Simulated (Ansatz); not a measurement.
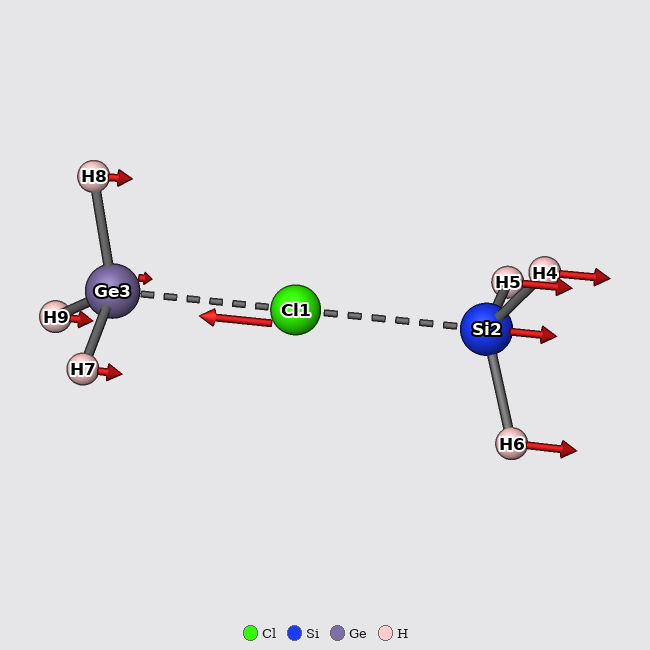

The arrows show one normal mode. Broken sticks mark bonds that form or break. State: neutral, doublet. Harmonic vibrations computed with UKS PBE0-D4/def2-TZVP (Ansatz 0.2.0) at a stationary point of the same level. It is a saddle point of order 1.

### Estimate its harmonic wavenumber.

302i cm⁻¹; it is mode 1 of 21 counted from the lowest. It is the reaction coordinate: Cl1–Ge3 forms (2.37 Å), Cl1–Si2 breaks (2.47 Å), or the reverse.
